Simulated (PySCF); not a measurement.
# C8H11ClSi: what the fields show

Input file:

```
{"job": {"kind": "nmr", "xc": "PBE0", "basis": "pcSseg-1"}, "charge": 0, "multiplicity": 1}
Si     2.946874    -0.111137     0.068940
C      1.461858     0.237013    -1.076390
C      0.137124    -0.024419    -0.411437
C     -0.278355    -1.416236    -0.123221
C     -1.594529    -1.480499     0.047238
C     -2.133073    -0.082688     0.021870
Cl    -3.847087     0.080731    -0.341870
C     -1.613164     0.599115     1.316044
C     -0.414129     1.064467     0.513556
C     -1.107313     0.749905    -0.777614
H      4.169529     0.263251    -0.643206
H      2.807716     0.687218     1.287716
H      2.992835    -1.532874     0.413264
H      1.532819    -0.374260    -1.978817
H      1.492065     1.277967    -1.403216
H      0.420652    -2.231149    -0.089473
H     -2.199278    -2.331968     0.295207
H     -2.244827     1.437737     1.598520
H     -1.445839    -0.051446     2.175587
H      0.193200     1.918254     0.766494
H     -1.285997     1.337959    -1.659660
```

Command:

```sh
OMP_NUM_THREADS=1 python probes_run.py task.json out
```

Geometry: GFN2-xTB.

Computed with PBE0/pcSseg-1, SCF density, gas phase, non-relativistic (PySCF 2.14.0).

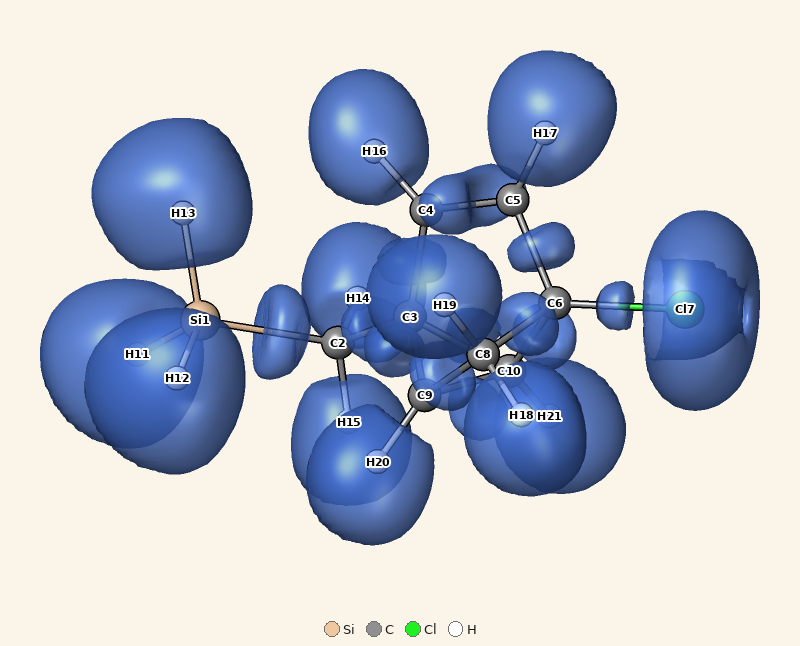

Figure 1. Isosurface of the electron localisation function at 0.8 (blue), seen at a tilt. Core shells and regions of very low density are left out.

Question: Identify the bonds, lone pairs and shells in this picture.

Answer: The surface consists of ten regions between bonded C–C atoms (shared pairs), one region between bonded C–Cl atoms (shared pairs), one region between bonded C–Si atoms (shared pairs), eleven regions around hydrogen nuclei and one ring or bowl of non-bonding electrons around Cl. Profiles from the grid: C–C (1.33 Å): the ELF peaks at about 0.90 between the atoms: a multiple bond. C–Cl (1.76 Å): the ELF peaks at about 0.90 between the atoms; a covalent bond.

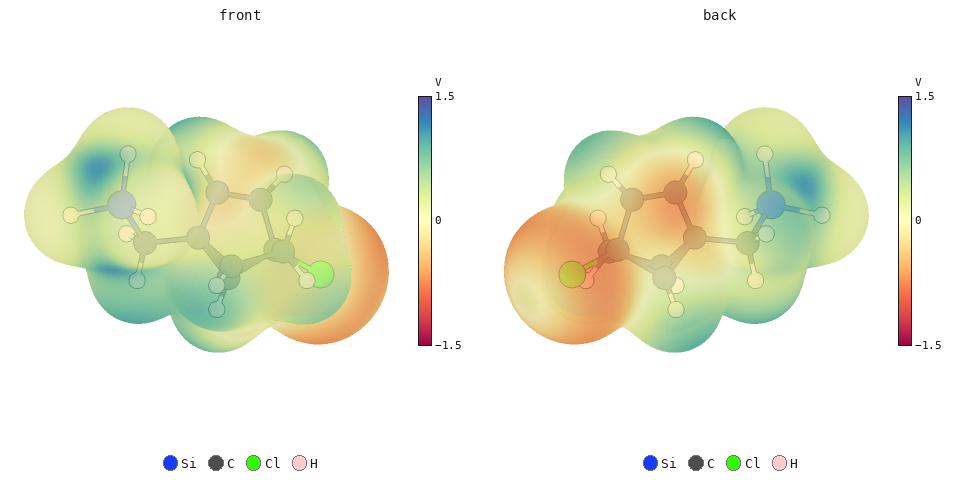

Figure 2. The molecular electrostatic potential painted on the density surface at 0.002 e/bohr³, seen from the front and from behind; red is negative and blue positive.

Question: Describe the electrostatic potential map.

Answer: The most negative region (about −0.8 V, or −18 kcal/mol for a unit charge) lies over Cl7, the most positive (about +1.1 V, or +25 kcal/mol for a unit charge) over Si1. Cl7 shows a σ-hole: about +0.1 V at the tip opposite its bond, against about −0.6 V, or −14 kcal/mol for a unit charge on its flanks.

Question: What dipole moment does the calculation give?

Answer: Its dipole moment is 1.88 D.

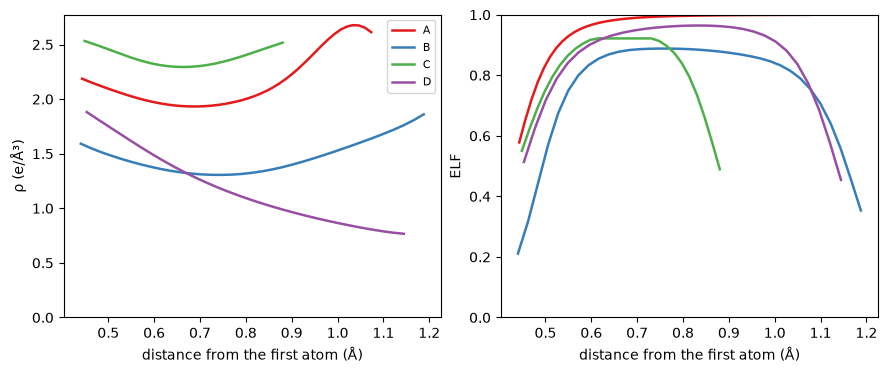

Figure 3. Electron density and electron localisation function along straight lines between neighbouring atoms. The curves leave out the atomic cores.

Question: Which curve belongs to which contact (C–C, C–Cl, C–H and C–Si)? The first atom named is at distance zero.

Answer: Curve A: C–H (1.07 Å): ρ is about 2 e/Å³ halfway; the ELF climbs to about 1 towards the hydrogen, as it does in any bond to H; a covalent bond by its length. Curve B: C–Cl (1.76 Å): ρ is about 1.4 e/Å³ halfway; the ELF peaks at about 0.90 between the atoms, as expected for a covalent bond. Curve C: C–C (1.33 Å): ρ is about 2.3 e/Å³ halfway; the ELF peaks at about 0.90 between the atoms (a short, multiple covalent bond). Curve D: C–Si (1.91 Å): ρ at the midpoint is about 0.91 e/Å³; the ELF peaks at about 0.95 between the atoms (a shared electron pair).
